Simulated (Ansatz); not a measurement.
C6H14S: molecular dynamics

- system: C6H14S, SMILES CCSC(C)(C)C
- method: RKS PBE-d3bjatm/6-31G* (Ansatz 0.2.0)

The geometry comes from this level: PBE0-D4/def2-TZVP. Figures and captions count atoms from 1; the log counts them from 0 in places.

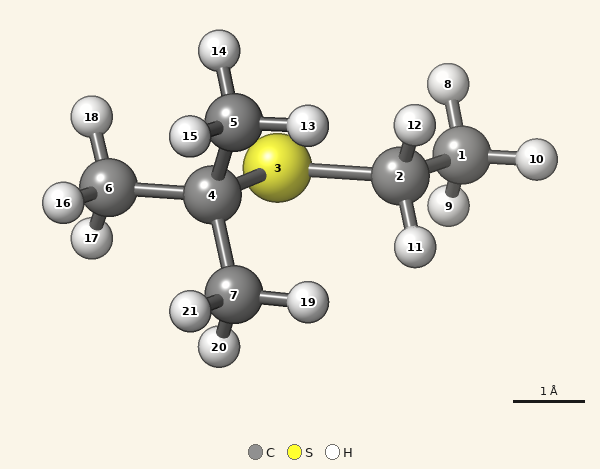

**Figure 1.** The input geometry (ball-and-stick view, seen at a tilt; atoms are numbered from 1 in the order of the input).

### The input
```yaml
crystal:
  periodic: [false, false, false]
  atoms:
    - {symbol: C, position_ang: [1.550809, -2.063700, -1.918250]}
    - {symbol: C, position_ang: [1.157246, -0.800371, -1.175240]}
    - {symbol: S, position_ang: [-0.303605, -1.148676, -0.173311]}
    - {symbol: C, position_ang: [-0.657008, 0.445796, 0.659226]}
    - {symbol: C, position_ang: [-0.965212, 1.536010, -0.356824]}
    - {symbol: C, position_ang: [-1.893425, 0.155928, 1.501783]}
    - {symbol: C, position_ang: [0.498623, 0.859939, 1.558620]}
    - {symbol: H, position_ang: [0.744347, -2.402329, -2.572350]}
    - {symbol: H, position_ang: [1.782446, -2.872966, -1.222316]}
    - {symbol: H, position_ang: [2.434522, -1.881228, -2.534201]}
    - {symbol: H, position_ang: [1.976348, -0.471182, -0.531567]}
    - {symbol: H, position_ang: [0.935726, 0.000387, -1.884656]}
    - {symbol: H, position_ang: [-0.097153, 1.766931, -0.977683]}
    - {symbol: H, position_ang: [-1.786572, 1.238437, -1.011109]}
    - {symbol: H, position_ang: [-1.251296, 2.457383, 0.161085]}
    - {symbol: H, position_ang: [-2.187127, 1.057476, 2.047048]}
    - {symbol: H, position_ang: [-1.697603, -0.634988, 2.229343]}
    - {symbol: H, position_ang: [-2.733034, -0.153622, 0.875355]}
    - {symbol: H, position_ang: [1.402713, 1.070875, 0.983766]}
    - {symbol: H, position_ang: [0.727558, 0.077667, 2.284494]}
    - {symbol: H, position_ang: [0.237398, 1.772830, 2.103990]}
basis:
  gaussian: {orbitals: "6-31G*"}
hamiltonian: {xc: {name: PBE}, dispersion: d3bjatm}
md: {timestep: 1 fs, n_steps: 30, ensemble: nvt_langevin, temperature: 300, initial_velocities: maxwell_boltzmann, friction: 0.01, seed: 769}
```

Command:
```bash
ansatz run in.yaml --threads 2 --pin off --events-out ev --progress --plain --max-ram 22528MiB --backend cpu
```

### Output
```
Functional definition: PBE
  name "PBE"
  cite "Perdew, Burke & Ernzerhof, Phys. Rev. Lett. 77, 3865 (1996) doi:10.1103/PhysRevLett.77.3865"
  parent pbe
  parameter kappa = 0.804
  parameter beta = 0.06672455060314922
  exchange = pbe_x(kappa = kappa, mu = beta*pi^2/3)
  correlation = pbe_c(beta = beta)
1836 factors; their error is unknown
mean field evaluation 1: about -17255.3020 eV, gradient 8.3e1 eV
mean field evaluation 2: about -17234.6504 eV, gradient 1.2e2 eV
mean field evaluation 4: about -17271.7731 eV, gradient 7.2e0 eV
mean field evaluation 8: about -17271.8958 eV, gradient 1.4e-1 eV
mean field evaluation 16: about -17271.7727 eV, gradient 5.1e-4 eV
mean field -17271.77266611 eV, -634.7259382516 hartree, gradient 2.1e-5 eV, S^2 0.000000; 0 other end points of the search recorded, 0 dependent functions left out
the calculation of the forces begins
reference -17271.77269539 eV, -634.7259393275 hartree; 33, 33 occupied and 104, 104 virtual orbitals, 1836 factors
md step     0: t =     0.00 fs  T =   285.7 K  F+E_penalty+E_count = -17272.32510196 eV  E_kin = 0.775560 eV  (30 SCF iters)
these checks for a lower state are left out or cut short: starts, cluster_reference, orbital_swaps, neighbouring_geometries, increment
1836 factors; their error is unknown
mean field -17271.71177075 eV, -634.7237003884 hartree, gradient 9.1e-6 eV, S^2 0.000000; 0 other end points of the search recorded, 0 dependent functions left out
the calculation of the forces begins
reference -17271.71180000 eV, -634.7237014634 hartree; 33, 33 occupied and 104, 104 virtual orbitals, 1836 factors
md step     1: t =     1.00 fs  T =   264.6 K  F+E_penalty+E_count = -17272.26409609 eV  E_kin = 0.718341 eV  (31 SCF iters, 3 dispersion substeps)
[... from here on the SCF iterations and repeated set-up lines of each step are left out, up to the last step ...]
md step     2: t =     2.00 fs  T =   243.6 K  F+E_penalty+E_count = -17272.16992762 eV  E_kin = 0.661296 eV  (31 SCF iters, 3 dispersion substeps)
md step     3: t =     3.00 fs  T =   206.9 K  F+E_penalty+E_count = -17272.11040966 eV  E_kin = 0.561656 eV  (31 SCF iters, 3 dispersion substeps)
md step     4: t =     4.00 fs  T =   200.0 K  F+E_penalty+E_count = -17272.08079357 eV  E_kin = 0.542763 eV  (31 SCF iters, 3 dispersion substeps)
md step     5: t =     5.00 fs  T =   180.1 K  F+E_penalty+E_count = -17272.02352296 eV  E_kin = 0.488757 eV  (31 SCF iters, 3 dispersion substeps)
md step     6: t =     6.00 fs  T =   152.3 K  F+E_penalty+E_count = -17271.94036422 eV  E_kin = 0.413505 eV  (31 SCF iters, 3 dispersion substeps)
md step     7: t =     7.00 fs  T =   134.8 K  F+E_penalty+E_count = -17271.89319300 eV  E_kin = 0.365842 eV  (31 SCF iters, 3 dispersion substeps)
md step     8: t =     8.00 fs  T =   152.9 K  F+E_penalty+E_count = -17271.91786525 eV  E_kin = 0.414925 eV  (31 SCF iters, 3 dispersion substeps)
md step     9: t =     9.00 fs  T =   192.3 K  F+E_penalty+E_count = -17272.00340366 eV  E_kin = 0.522023 eV  (31 SCF iters, 3 dispersion substeps)
md step    10: t =    10.00 fs  T =   239.6 K  F+E_penalty+E_count = -17272.09534564 eV  E_kin = 0.650502 eV  (31 SCF iters, 3 dispersion substeps)
md step    11: t =    11.00 fs  T =   247.5 K  F+E_penalty+E_count = -17272.12637182 eV  E_kin = 0.671862 eV  (31 SCF iters, 3 dispersion substeps)
md step    12: t =    12.00 fs  T =   226.8 K  F+E_penalty+E_count = -17272.08901899 eV  E_kin = 0.615585 eV  (31 SCF iters, 3 dispersion substeps)
md step    13: t =    13.00 fs  T =   208.3 K  F+E_penalty+E_count = -17272.04549338 eV  E_kin = 0.565471 eV  (31 SCF iters, 3 dispersion substeps)
md step    14: t =    14.00 fs  T =   202.2 K  F+E_penalty+E_count = -17272.03471401 eV  E_kin = 0.548795 eV  (31 SCF iters, 3 dispersion substeps)
md step    15: t =    15.00 fs  T =   207.9 K  F+E_penalty+E_count = -17272.02780684 eV  E_kin = 0.564291 eV  (31 SCF iters, 3 dispersion substeps)
md step    16: t =    16.00 fs  T =   191.7 K  F+E_penalty+E_count = -17271.98527143 eV  E_kin = 0.520423 eV  (31 SCF iters, 3 dispersion substeps)
md step    17: t =    17.00 fs  T =   170.3 K  F+E_penalty+E_count = -17271.93194576 eV  E_kin = 0.462176 eV  (31 SCF iters, 3 dispersion substeps)
md step    18: t =    18.00 fs  T =   169.6 K  F+E_penalty+E_count = -17271.91308825 eV  E_kin = 0.460455 eV  (31 SCF iters, 3 dispersion substeps)
md step    19: t =    19.00 fs  T =   183.7 K  F+E_penalty+E_count = -17271.95155783 eV  E_kin = 0.498719 eV  (32 SCF iters, 3 dispersion substeps)
md step    20: t =    20.00 fs  T =   203.4 K  F+E_penalty+E_count = -17272.03259706 eV  E_kin = 0.552132 eV  (31 SCF iters, 3 dispersion substeps)
md step    21: t =    21.00 fs  T =   217.3 K  F+E_penalty+E_count = -17272.10390372 eV  E_kin = 0.589824 eV  (30 SCF iters, 3 dispersion substeps)
md step    22: t =    22.00 fs  T =   214.2 K  F+E_penalty+E_count = -17272.10546002 eV  E_kin = 0.581333 eV  (31 SCF iters, 3 dispersion substeps)
md step    23: t =    23.00 fs  T =   197.3 K  F+E_penalty+E_count = -17272.03828853 eV  E_kin = 0.535479 eV  (31 SCF iters, 3 dispersion substeps)
md step    24: t =    24.00 fs  T =   178.4 K  F+E_penalty+E_count = -17271.97363244 eV  E_kin = 0.484222 eV  (31 SCF iters, 3 dispersion substeps)
md step    25: t =    25.00 fs  T =   173.4 K  F+E_penalty+E_count = -17271.94226344 eV  E_kin = 0.470815 eV  (31 SCF iters, 3 dispersion substeps)
md step    26: t =    26.00 fs  T =   169.3 K  F+E_penalty+E_count = -17271.92015328 eV  E_kin = 0.459668 eV  (31 SCF iters, 3 dispersion substeps)
md step    27: t =    27.00 fs  T =   161.8 K  F+E_penalty+E_count = -17271.88703664 eV  E_kin = 0.439236 eV  (31 SCF iters, 3 dispersion substeps)
md step    28: t =    28.00 fs  T =   149.0 K  F+E_penalty+E_count = -17271.84082918 eV  E_kin = 0.404330 eV  (30 SCF iters, 3 dispersion substeps)
md step    29: t =    29.00 fs  T =   140.3 K  F+E_penalty+E_count = -17271.80779513 eV  E_kin = 0.380965 eV  (31 SCF iters, 3 dispersion substeps)
these checks for a lower state are left out or cut short: starts, cluster_reference, orbital_swaps, neighbouring_geometries, increment
1836 factors; their error is unknown
mean field -17271.29760122 eV, -634.7084799387 hartree, gradient 1.4e-5 eV, S^2 0.000000; 0 other end points of the search recorded, 0 dependent functions left out
the calculation of the forces begins
reference -17271.29763087 eV, -634.7084810284 hartree; 33, 33 occupied and 104, 104 virtual orbitals, 1836 factors
1836 factors; their error is unknown
mean field evaluation 256: about -17271.2971 eV, gradient 4.7e-1 eV
mean field -17271.29760122 eV, -634.7084799387 hartree, gradient 1.4e-5 eV, S^2 0.000000; 1 other end points of the search recorded, 0 dependent functions left out
the calculation of the forces begins
reference -17271.29763087 eV, -634.7084810284 hartree; 33, 33 occupied and 104, 104 virtual orbitals, 1836 factors
md step    30: t =    30.00 fs  T =   140.2 K  F+E_penalty+E_count = -17271.82357502 eV  E_kin = 0.380493 eV  (51 SCF iters, 3 dispersion substeps)
```

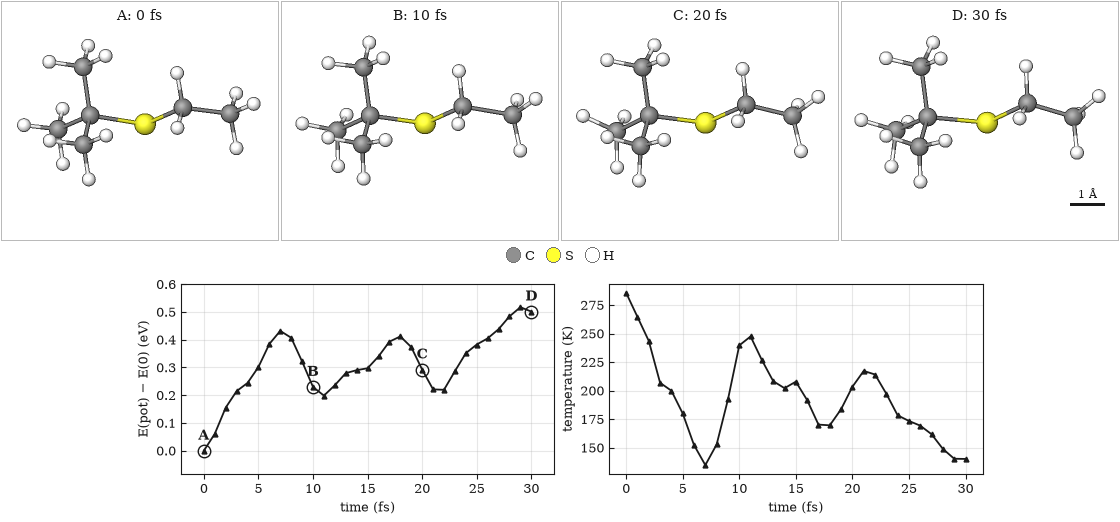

**Figure 2.** Frames of the molecular dynamics (ball-and-stick, seen at a tilt) above the curves, on which the letters mark them. The trajectory kept here has 31 frames over 30 fs. The temperature starts at 286 K, ranges from 135 to 286 K and averages 179 K over the second half. The potential energy ends 0.502 eV above its first value. After an unweighted best fit of the last frame on the first, the root-mean-square displacement is 0.28 Å, and H8 has moved furthest (0.50 Å).

```
Total energy: -17271.82360467 eV, -634.7278102092 hartree
Atom 0 at     1.710371    -2.205774    -1.796599 Å, force     0.746241    -0.136048    -0.136510 eV/Å
Atom 1 at     1.209268    -0.869556    -1.290361 Å, force    -1.589678     0.377014    -0.825621 eV/Å
Atom 2 at    -0.293090    -1.183900    -0.232052 Å, force     0.105392     0.757428     0.626880 eV/Å
Atom 3 at    -0.688166     0.475013     0.733891 Å, force    -0.092340     0.172580    -0.908570 eV/Å
Atom 4 at    -0.914471     1.607125    -0.353330 Å, force    -0.360997    -0.875255    -0.525508 eV/Å
Atom 5 at    -1.991539     0.168744     1.504458 Å, force     0.226444     0.204097     0.917641 eV/Å
Atom 6 at     0.423201     0.924438     1.722697 Å, force    -0.211703     1.325857    -1.392960 eV/Å
Atom 7 at     0.911535    -2.909365    -2.054971 Å, force    -0.307445     0.087603    -0.432818 eV/Å
Atom 8 at     2.232203    -2.705038    -0.962753 Å, force     0.401188    -0.062005    -0.255466 eV/Å
Atom 9 at     2.379848    -2.024218    -2.694396 Å, force    -0.410100    -0.455796     0.837663 eV/Å
Atom 10 at     1.958234    -0.387778    -0.696270 Å, force     0.785656     0.583058     0.550688 eV/Å
Atom 11 at     0.950559    -0.206249    -2.162785 Å, force     0.009195    -0.256905     0.628340 eV/Å
Atom 12 at     0.052798     1.915906    -0.803610 Å, force    -0.171353    -0.039809     0.165301 eV/Å
Atom 13 at    -1.575917     1.264870    -1.219629 Å, force     0.615898     0.111879     0.991629 eV/Å
Atom 14 at    -1.409126     2.502520     0.071596 Å, force     0.184870    -0.087993     0.194575 eV/Å
Atom 15 at    -2.445657     1.127316     1.882131 Å, force    -0.158759    -0.462880    -0.847738 eV/Å
Atom 16 at    -1.780842    -0.318379     2.470312 Å, force     0.418393    -0.371011    -0.021094 eV/Å
Atom 17 at    -2.680077    -0.534041     0.999929 Å, force    -0.179555     0.645970    -0.262141 eV/Å
Atom 18 at     1.393333     0.986420     1.189878 Å, force    -0.111128     0.211257    -0.005100 eV/Å
Atom 19 at     0.595357     0.253514     2.544178 Å, force    -0.250989    -0.539129     0.799874 eV/Å
Atom 20 at     0.158904     1.985709     2.071102 Å, force     0.350769    -1.189912    -0.099067 eV/Å
Dipole moment:     0.173940     0.297971     0.014651 e Å
```

### Trajectory as extended XYZ (Å, eV, eV/Å), 5 of the 31 frames kept, from step=0 to step=30
```
21
Properties=species:S:1:pos:R:3:forces:R:3 step=0 time_fs=0.0 energy=-17272.32510 temperature=285.7
C     1.5508   -2.0637   -1.9183    0.0219   0.0056  -0.0144
C     1.1572   -0.8004   -1.1752    0.0928   0.0094  -0.0681
S    -0.3036   -1.1487   -0.1733   -0.3714  -0.6380   0.0611
C    -0.6570    0.4458    0.6592   -0.0148   0.1423   0.0613
C    -0.9652    1.5360   -0.3568   -0.0181   0.0146  -0.0100
C    -1.8934    0.1559    1.5018   -0.0231  -0.0114   0.0137
C     0.4986    0.8599    1.5586    0.0082   0.0027   0.0249
H     0.7443   -2.4023   -2.5724   -0.2580  -0.1199  -0.2215
H     1.7824   -2.8730   -1.2223    0.0815  -0.2737   0.2200
H     2.4345   -1.8812   -2.5342    0.2941   0.0514  -0.2085
H     1.9763   -0.4712   -0.5316    0.3128   0.1356   0.1936
H     0.9357    0.0004   -1.8847   -0.0341   0.2931  -0.2583
H    -0.0972    1.7669   -0.9777    0.2930   0.0922  -0.2258
H    -1.7866    1.2384   -1.0111   -0.2783  -0.0829  -0.2275
H    -1.2513    2.4574    0.1611   -0.0937   0.3167   0.1563
H    -2.1871    1.0575    2.0470   -0.1080   0.2935   0.1867
H    -1.6976   -0.6350    2.2293    0.0494  -0.2612   0.2570
H    -2.7330   -0.1536    0.8754   -0.2971  -0.1006  -0.1960
H     1.4027    1.0709    0.9838    0.3239   0.0770  -0.1858
H     0.7276    0.0777    2.2845    0.0886  -0.2523   0.2539
H     0.2374    1.7728    2.1040   -0.0692   0.3059   0.1873
21
Properties=species:S:1:pos:R:3:forces:R:3 step=8 time_fs=8.0 energy=-17271.91786 temperature=152.9
C     1.6100   -2.1423   -1.9064   -0.3311   1.2983   0.2297
C     1.1549   -0.7857   -1.1595    0.2020  -1.0911  -2.1037
S    -0.3043   -1.1290   -0.1854   -0.2493  -1.0942   0.3551
C    -0.6578    0.4412    0.6612   -1.0706   0.1845  -0.1870
C    -0.9341    1.5296   -0.3666   -1.4302   1.2059   0.0091
C    -1.9169    0.1548    1.5185   -0.2005   0.8550   0.4008
C     0.4403    0.8774    1.5713    0.4406   0.4707   1.5222
H     0.7463   -2.5989   -2.4327    0.1873   0.3419  -0.1770
H     1.9130   -2.9180   -1.1727    0.3981   0.3914  -0.1754
H     2.4194   -1.8409   -2.6485   -0.6654  -0.6836   0.7754
H     2.0036   -0.4257   -0.5914    0.4031   0.2804   0.5226
H     0.9015   -0.0331   -1.9525    0.2633  -0.3123   0.3725
H    -0.0125    1.8194   -0.8773    0.1873   0.0770  -0.3043
H    -1.7525    1.3293   -1.1290    0.8228  -0.2355   0.6819
H    -1.2969    2.4414    0.2014    0.3587  -0.4602  -0.4292
H    -2.2657    1.1114    2.0627    0.0883  -0.9786  -1.1549
H    -1.7182   -0.5173    2.3586    0.3734  -0.4488   0.0429
H    -2.6745   -0.3431    0.8855   -0.3296   0.5004   0.2121
H     1.4257    0.9906    1.1164    0.2122   0.3175  -0.4490
H     0.5860    0.1060    2.3451   -0.0438   0.0687   0.2208
H     0.1454    1.8467    2.0823    0.3832  -0.6875  -0.3645
21
Properties=species:S:1:pos:R:3:forces:R:3 step=15 time_fs=15.0 energy=-17272.02781 temperature=207.9
C     1.6358   -2.1678   -1.8660   -0.1358   0.8250   0.2830
C     1.1768   -0.8229   -1.2173    0.7168   0.4475  -0.1339
S    -0.3000   -1.1302   -0.1928   -0.2308  -0.9510   0.1598
C    -0.6914    0.4474    0.6579    0.5697   0.3407   0.5352
C    -0.9197    1.5418   -0.3649   -0.1251   0.7195   0.1357
C    -1.9334    0.1593    1.5395    0.2019  -0.2634  -1.0169
C     0.4313    0.8971    1.6223   -0.1295  -0.2843   0.0796
H     0.7849   -2.6482   -2.3738    0.0447  -0.2877   0.2356
H     2.1845   -2.8264   -1.1825   -0.5906  -0.2717   0.5012
H     2.3921   -1.9932   -2.6211    0.3232   0.5378  -0.7261
H     1.9904   -0.3728   -0.5721   -0.4656  -0.3848  -0.5384
H     0.9176   -0.0674   -2.0095    0.2343  -0.4824   0.3497
H     0.0311    1.8597   -0.8299   -0.0636  -0.1368  -0.1158
H    -1.6243    1.2367   -1.1442   -0.1794  -0.0009  -0.2006
H    -1.3127    2.4426    0.1568   -0.0400  -0.0961  -0.1857
H    -2.3900    1.1231    1.8090    0.2449   0.0431   0.7041
H    -1.6101   -0.5068    2.3756   -0.6123   0.4851  -0.1764
H    -2.7181   -0.3129    0.9259    0.0013  -0.4056   0.0869
H     1.4165    1.0581    1.1122   -0.4193  -0.3744   0.4248
H     0.4472    0.1798    2.4821    0.6199   0.3105  -0.5110
H     0.1281    1.8688    2.0402    0.0353   0.2299   0.1093
21
Properties=species:S:1:pos:R:3:forces:R:3 step=22 time_fs=22.0 energy=-17272.10546 temperature=214.2
C     1.6708   -2.1746   -1.8254    0.1615  -0.5670  -0.5615
C     1.1958   -0.8578   -1.2702   -0.3243   0.1807   1.3325
S    -0.3009   -1.1460   -0.2057   -0.0946  -0.3145   0.1304
C    -0.7074    0.4525    0.6757    1.1898   0.4980   0.7983
C    -0.9151    1.5768   -0.3606    0.6628  -0.7496  -0.0105
C    -1.9540    0.1607    1.5295    0.1627  -0.4417  -0.3418
C     0.4272    0.9127    1.6756   -0.2182  -0.0225  -1.0689
H     0.8344   -2.7876   -2.2205    0.0766   0.1476   0.0593
H     2.1921   -2.7813   -1.0662    0.0239   0.0318  -0.0691
H     2.3482   -1.9779   -2.6882   -0.0340  -0.1706   0.3476
H     1.9569   -0.3970   -0.6243    0.2271   0.0805  -0.0684
H     0.9579   -0.1698   -2.0604   -0.3043   0.6401  -0.6958
H     0.0561    1.8416   -0.8378   -0.3082   0.0817   0.2269
H    -1.5545    1.1950   -1.1440   -0.5629  -0.0758  -0.5875
H    -1.3777    2.4583    0.0782   -0.0636   0.4715   0.2687
H    -2.4335    1.0952    1.7961   -0.1041   0.6733   0.4014
H    -1.6835   -0.3955    2.4470   -0.1180   0.0468  -0.1806
H    -2.7246   -0.3941    0.9849   -0.0958  -0.3272  -0.2212
H     1.4007    1.0253    1.1791    0.1194  -0.0422  -0.2416
H     0.5861    0.2798    2.5422   -0.1728  -0.6294   0.2908
H     0.1745    1.9047    2.0496   -0.2232   0.4883   0.1909
21
Properties=species:S:1:pos:R:3:forces:R:3 step=30 time_fs=30.0 energy=-17271.82357 temperature=140.2
C     1.7104   -2.2058   -1.7966    0.7462  -0.1360  -0.1365
C     1.2093   -0.8696   -1.2904   -1.5897   0.3770  -0.8256
S    -0.2931   -1.1839   -0.2321    0.1054   0.7574   0.6269
C    -0.6882    0.4750    0.7339   -0.0923   0.1726  -0.9086
C    -0.9145    1.6071   -0.3533   -0.3610  -0.8753  -0.5255
C    -1.9915    0.1687    1.5045    0.2264   0.2041   0.9176
C     0.4232    0.9244    1.7227   -0.2117   1.3259  -1.3930
H     0.9115   -2.9094   -2.0550   -0.3074   0.0876  -0.4328
H     2.2322   -2.7050   -0.9628    0.4012  -0.0620  -0.2555
H     2.3798   -2.0242   -2.6944   -0.4101  -0.4558   0.8377
H     1.9582   -0.3878   -0.6963    0.7857   0.5831   0.5507
H     0.9506   -0.2062   -2.1628    0.0092  -0.2569   0.6283
H     0.0528    1.9159   -0.8036   -0.1714  -0.0398   0.1653
H    -1.5759    1.2649   -1.2196    0.6159   0.1119   0.9916
H    -1.4091    2.5025    0.0716    0.1849  -0.0880   0.1946
H    -2.4457    1.1273    1.8821   -0.1588  -0.4629  -0.8477
H    -1.7808   -0.3184    2.4703    0.4184  -0.3710  -0.0211
H    -2.6801   -0.5340    0.9999   -0.1796   0.6460  -0.2621
H     1.3933    0.9864    1.1899   -0.1111   0.2113  -0.0051
H     0.5954    0.2535    2.5442   -0.2510  -0.5391   0.7999
H     0.1589    1.9857    2.0711    0.3508  -1.1899  -0.0991
```

### Summary

```tsv
quantity	value
outcome	finished
mean temperature over the second half	179 K
trajectory	30 steps, 30 fs
ensemble	nvt_langevin
temperature in the input	300 K
time step	1 fs
potential energy (last step)	−17271.8236 eV
mean-field energy (last step)	−17271.2976 eV
dispersion energy (last step)	−0.5260 eV
SCF solution under orbital rotations (last step)	stable
largest force (length of the vector) (last step)	1.935 eV/Å
dipole moment (last step)	1.66 D
hardware	2 CPU threads, shared host
wall time	95 s (CPU time 3 min)
peak memory	0.26 GiB
```

So short a trajectory is not equilibrated. The logged temperature at the start can lie below the typed one, since it is counted over all degrees of freedom. The temperature stays far from the 300 K of the thermostat over the second half: the run isn't equilibrated.
